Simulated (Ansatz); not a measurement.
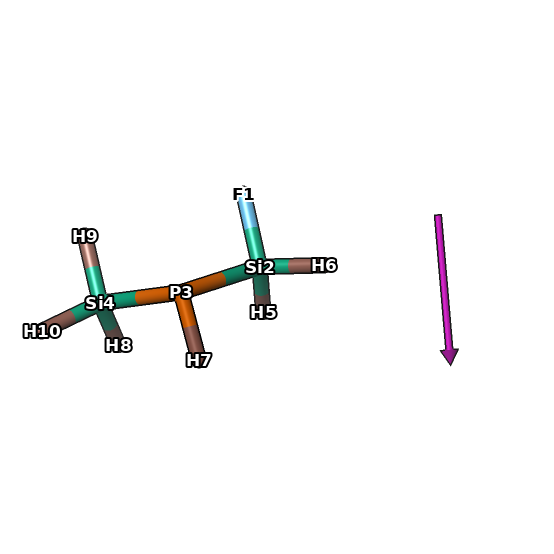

The arrow beside the molecule shows the direction of the dipole moment, from the negative to the positive end (its length means nothing). Computed geometry: PBE-D4/def2-SVP optimisation. No frequency run is at hand to confirm it as a minimum. Method: RKS PBE-D4/def2-SVP (Ansatz 0.2.0).

### Estimate the dipole moment.

1.64 D; it points from the side of F1 to the side of H7 (the outermost atoms at the two ends).
